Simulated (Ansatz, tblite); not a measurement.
**[(Cl)3Ti]2S (Ti₂SCl₆): spin states and exact exchange**

Aim: set other spin states of [(Cl)3Ti]2S (Ti₂SCl₆) against its singlet, on many levels of theory.

Method: as each input shows; program: Ansatz 0.2.0, Gaussian basis.

Plan: triplet, at the geometry of the singlet (GFN1-xTB, GFN2-xTB, PBE0-D4/def2-TZVP, PBE-D4/def2-TZVP, r2SCAN-D4/def2-TZVP); the singlet's energies come from earlier runs.

2 further runs of the same task are left out: 2 set aside as unsound or not needed.

## (1) The structure

The singlet was relaxed beforehand with r2SCAN-D4/def2-SVP.

9 atoms, charge 0, spin multiplicity 1.

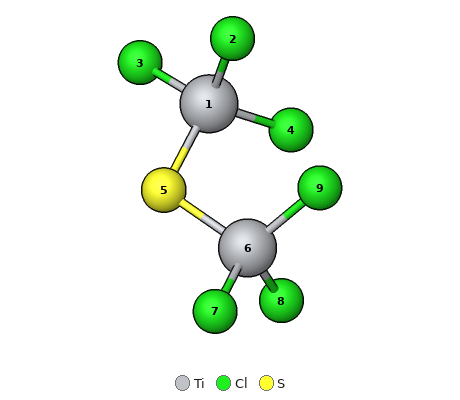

The geometry (titanium light grey, chlorine green, sulfur yellow); atoms are numbered from 1 in the order of the file.

No spin-orbit coupling is included.

## (2) Triplet at the fixed geometry, GFN1-xTB

Tight binding, by tblite at 300 K electronic temperature and without a spin-polarisation term:

```python
tblite.interface.Calculator('GFN1-xTB', numbers, positions, charge=0, uhf=2).singlepoint()
```

Energy -871.6619 eV; 0.033 s.

## (3) Triplet at the fixed geometry, GFN2-xTB

Tight binding, by tblite at 300 K electronic temperature and without a spin-polarisation term:

```python
tblite.interface.Calculator('GFN2-xTB', numbers, positions, charge=0, uhf=2).singlepoint()
```

Energy -927.5529 eV; 0.037 s.

## (4) Triplet at the fixed geometry, PBE0-D4/def2-TZVP

Contents of in.yaml:

```yaml
crystal:
  periodic: [false, false, false]
  atoms:
    - {symbol: Ti, position_ang: [-0.893770, -1.341894, 0.712601]}
    - {symbol: Cl, position_ang: [-0.318247, -1.170282, 2.796643]}
    - {symbol: Cl, position_ang: [-1.624772, -3.341910, 0.325947]}
    - {symbol: Cl, position_ang: [-2.417748, 0.119632, 0.202298]}
    - {symbol: S, position_ang: [0.906742, -1.069478, -0.631910]}
    - {symbol: Ti, position_ang: [1.027639, 1.184133, -0.805873]}
    - {symbol: Cl, position_ang: [3.078309, 1.628444, -1.336242]}
    - {symbol: Cl, position_ang: [-0.296688, 1.897118, -2.368464]}
    - {symbol: Cl, position_ang: [0.538544, 2.094246, 1.105009]}
basis:
  gaussian: {orbitals: def2-TZVP}
magnetization: {spin_polarized: true, initial_magnetization: 2}
hamiltonian: {xc: pbe0, dispersion: d4}
scf: {omitted_lower_state_checks: [starts]}
output: {orbitals: {seedname: orbitals}}
```

Command:

```bash
$ ansatz run in.yaml --threads 4 --pin off --events-out ev --progress --plain --max-ram 8704MiB
```

Output:

```text
Functional definition: PBE0
  name "PBE0"
  cite "Adamo & Barone, J. Chem. Phys. 110, 6158 (1999) doi:10.1063/1.478522"
  cite "Perdew, Burke & Ernzerhof, Phys. Rev. Lett. 77, 3865 (1996) doi:10.1103/PhysRevLett.77.3865"
  parent pbe
  parameter a = 0.25
  parameter kappa = 0.804
  parameter beta = 0.06672455060314922
  exchange = (1 - a)*pbe_x(kappa = kappa, mu = beta*pi^2/3) + a*exact_x
  correlation = pbe_c(beta = beta)
these checks for a lower state are left out or cut short: starts
2309 factors; integrals over basis functions are off by at most 8.2e-4 eV
mean field evaluation 1: about -132173.7821 eV, gradient 1.9e1 eV
mean field evaluation 2: about -132172.2023 eV, gradient 2.8e1 eV
mean field evaluation 4: about -132175.6785 eV, gradient 2.1e0 eV
mean field evaluation 8: about -132175.7150 eV, gradient 6.4e-1 eV
mean field evaluation 16: about -132175.9577 eV, gradient 1.8e-2 eV
mean field evaluation 32: about -132175.9579 eV, gradient 2.9e-5 eV
mean field -132175.95786401 eV, -4857.3768594202 hartree, gradient 7.8e-6 eV, S^2 2.018431; 0 other end points of the search recorded, 0 dependent functions left out
reference -132175.95791014 eV, -4857.3768611156 hartree; 82, 80 occupied and 267, 269 virtual orbitals, 2309 factors
Total energy: -132176.54974836 eV, -4857.3986107691 hartree
Checks for a lower state left out: starts
```

It took 43 s on 4 threads of Intel Xeon 6975P-C, shared host; peak memory 2.8 GiB.

HOMO -6.16 eV, LUMO -7.16 eV (over both spins; with the spin held, an empty level of the minority spin lies below the top filled one); ⟨S²⟩ 2.018 (pure: 2.00).

## (5) Triplet at the fixed geometry, PBE-D4/def2-TZVP

start.molden holds the orbitals of an earlier run on this state, given as this run's starting guess.

Changes to in.yaml since step 4:

```diff
@@ -13,5 +13,5 @@
 basis:
-  gaussian: {orbitals: def2-TZVP}
+  gaussian: {orbitals: def2-TZVP, initial_orbitals: start.molden}
 magnetization: {spin_polarized: true, initial_magnetization: 2}
-hamiltonian: {xc: pbe0, dispersion: d4}
+hamiltonian: {xc: pbe, dispersion: d4}
 scf: {omitted_lower_state_checks: [starts]}
```

The command is unchanged.

Output:

```text
Functional definition: PBE
  name "PBE"
  cite "Perdew, Burke & Ernzerhof, Phys. Rev. Lett. 77, 3865 (1996) doi:10.1103/PhysRevLett.77.3865"
  parent pbe
  parameter kappa = 0.804
  parameter beta = 0.06672455060314922
  exchange = pbe_x(kappa = kappa, mu = beta*pi^2/3)
  correlation = pbe_c(beta = beta)
these checks for a lower state are left out or cut short: starts
2623 factors; their error is unknown
mean field evaluation 1: about -132168.9517 eV, gradient 1.6e1 eV
mean field evaluation 2: about -132169.3945 eV, gradient 6.4e-1 eV
mean field evaluation 4: about -132169.4041 eV, gradient 1.6e-1 eV
mean field evaluation 8: about -132169.4046 eV, gradient 9.9e-4 eV
mean field evaluation 16: about -132169.4046 eV, gradient 6.6e-6 eV
mean field -132169.40456849 eV, -4857.1360302518 hartree, gradient 6.6e-6 eV, S^2 2.005899; 0 other end points of the search recorded, 0 dependent functions left out
reference -132169.40462988 eV, -4857.1360325079 hartree; 82, 80 occupied and 267, 269 virtual orbitals, 2623 factors
Total energy: -132170.06924493 eV, -4857.1604566604 hartree
Checks for a lower state left out: starts
```

Run time: 23 s. Hardware: 4 threads of Intel Xeon 6975P-C, shared host; peak memory 2.2 GiB.

From the report: HOMO -4.80 eV, LUMO -7.66 eV (over both spins; with the spin held, an empty level of the minority spin lies below the top filled one); ⟨S²⟩ 2.006 (pure: 2.00).

## (6) Triplet at the fixed geometry, r2SCAN-D4/def2-TZVP

Changes to in.yaml since step 5:

```diff
@@ -15,3 +15,3 @@
 magnetization: {spin_polarized: true, initial_magnetization: 2}
-hamiltonian: {xc: pbe, dispersion: d4}
+hamiltonian: {xc: r2scan, dispersion: d4}
 scf: {omitted_lower_state_checks: [starts]}
```

Same command.

Output, shortened:

```text
Functional definition: r2SCAN
  name "r2SCAN"
  cite "Furness, Kaplan, Ning, Perdew & Sun, J. Phys. Chem. Lett. 11, 8208 (2020) doi:10.1021/acs.jpclett.0c02405"
  cite "Furness, Kaplan, Ning, Perdew & Sun, J. Phys. Chem. Lett. 11, 9248 (2020) doi:10.1021/acs.jpclett.0c03077"
  parent r2scan
[...]
2623 factors; their error is unknown
[...]
mean field -132209.44297265 eV, -4858.6074144659 hartree, gradient 9.1e-6 eV, S^2 2.013080; 0 other end points of the search recorded, 0 dependent functions left out
reference -132209.44299282 eV, -4858.6074152069 hartree; 82, 80 occupied and 267, 269 virtual orbitals, 2623 factors
Total energy: -132209.60641747 eV, -4858.6134209520 hartree
Checks for a lower state left out: starts
```

Wall time 51 s (4 threads of Intel Xeon 6975P-C, shared host); peak memory 2.3 GiB.

From the report: HOMO -5.17 eV, LUMO -7.74 eV (over both spins; with the spin held, an empty level of the minority spin lies below the top filled one); ⟨S²⟩ 2.013 (pure: 2.00).

## (7) Triplet less singlet, vertical

The singlet's energies are those of its earlier runs, whose logs aren't repeated here.

| level | triplet less singlet, vertical (kcal/mol) | time |
| --- | --- | --- |
| GFN1-xTB | +52.7 | 0.061 s |
| GFN2-xTB | +53.1 | 0.062 s |
| PBE-D4/def2-TZVP | +63.5 | 28 s |
| r2SCAN-D4/def2-TZVP | +63.9 | 60 s |
| PBE0-D4/def2-TZVP | +63.3 | 56 s |

Times add the two runs; a level without a time comes out of a correlated run. Tight binding without a spin term can't rank spin states.

## (8) Summary of results

| quantity | value |
| --- | --- |
| triplet less singlet, vertical, functionals in def2-TZVP | +63.3 (PBE0-D4) to +63.9 kcal/mol (r2SCAN-D4) |

All functionals put the triplet above the singlet, over a spread of 0.6 kcal/mol. The checks for a lower triplet were left out, so another state of that spin may lie lower. The singlet here is a closed shell; an open-shell singlet can lie lower. These are electronic energies, without zero-point motion, entropy or surroundings.
